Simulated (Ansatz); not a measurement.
Structure of K2NaGe2B:

```cif
data_structure
_symmetry_space_group_name_H-M 'C2/m'
_symmetry_Int_Tables_number 12
_cell_length_a 12.7523
_cell_length_b 5.0791
_cell_length_c 12.2757
_cell_angle_alpha 90.000
_cell_angle_beta 120.940
_cell_angle_gamma 90.000
_cell_volume 681.97
loop_
_atom_site_label
_atom_site_type_symbol
_atom_site_symmetry_multiplicity
_atom_site_Wyckoff_symbol
_atom_site_fract_x
_atom_site_fract_y
_atom_site_fract_z
_atom_site_occupancy
B1 B 2 b 0.00000 0.50000 0.00000 1
Na1 Na 4 i 0.80992 0.50000 0.14628 1
Ge1 Ge 4 i 0.94534 0.50000 0.61894 1
K1 K 4 i 0.01545 0.00000 0.16856 1
B2 B 2 d 0.00000 0.50000 0.50000 1
Ge2 Ge 4 i 0.32485 0.00000 0.91165 1
K2 K 4 i 0.17145 0.00000 0.59965 1
```

Structure used: the end point of a relaxation (final pressure about 1.6 GPa) with Ansatz 0.2.0, DFT, PAW plane waves, r2scan; the starting structure was generated, so it need not be a known form of this composition.

### Where will the first 4 clear peaks of its X-ray PDF lie (peak width σ = 0.08 Å), and from which pairs do they come?

1. 1.91 Å: B–Ge at 1.91–1.92 Å
2. 2.96 Å: Na–Ge at 2.94–2.98 Å
3. 3.44 Å: Ge–K at 3.29–3.49 Å; Na–K at 3.56 Å
4. 3.87 Å: Ge–K at 3.69–3.94 Å; Ge–Ge at 3.83 Å; Na–K at 3.90–3.96 Å

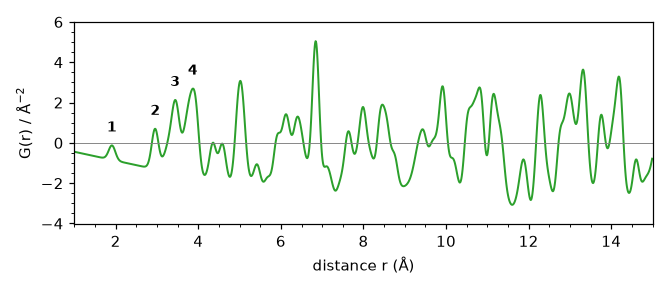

Computed X-ray G(r), with each pair weighted by the product of the atomic numbers (X-ray weights at Q = 0) and a uniform peak width σ = 0.08 Å. There is no Q-range truncation.
